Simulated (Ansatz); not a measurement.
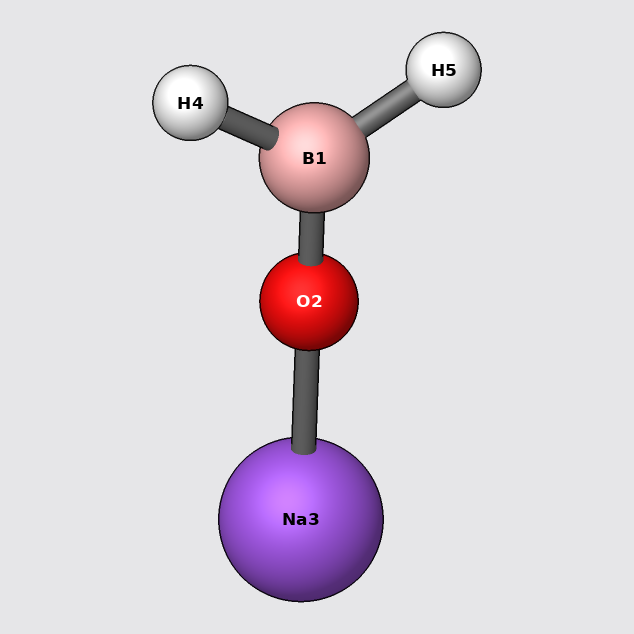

The questions are on Mulliken charges. The computed structure is the end point of a PBE0-D4/def2-TZVP optimisation. No frequency run is at hand to confirm it as a minimum. Level of theory: RKS PBE0-D4/def2-TZVP (Ansatz 0.2.0).

Which atom carries the highest charge (most positive or least negative)?

Na3 (0.85 e).

And the lowest?

O2 (−0.73 e).

List the Mulliken charges.

```csv
atom,value (e)
B1,0.09
O2,−0.73
Na3,0.85
H4,−0.10
H5,−0.10
```

Mulliken values depend strongly on the basis set and can even reverse the polarity of a bond.
